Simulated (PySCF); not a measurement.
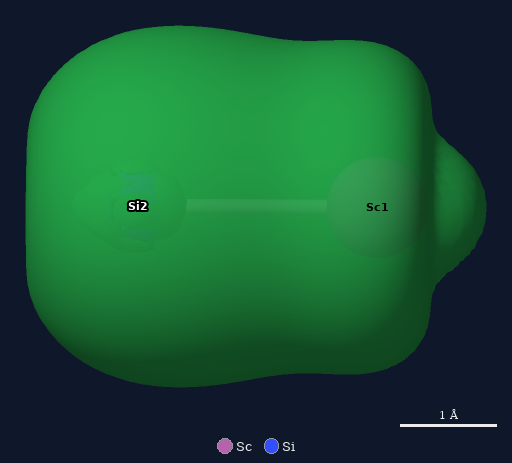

*ScSi (quartet). Isosurface of the spin density at +0.02 e/Å³ (green), seen from one side.*

⟨S²⟩ = 3.80, above the pure value of 3.75.

Level of theory: PBE0/def2-TZVPP, non-relativistic Hamiltonian with scalar-relativistic core potentials where named, at a bond length of 2.501 Å (PySCF).

Where is the unpaired spin?

The unpaired spin (3 electrons) lies mostly on Si2 (about 1.5) and Sc1 (about 1.5), in electrons by Hirshfeld's partition.
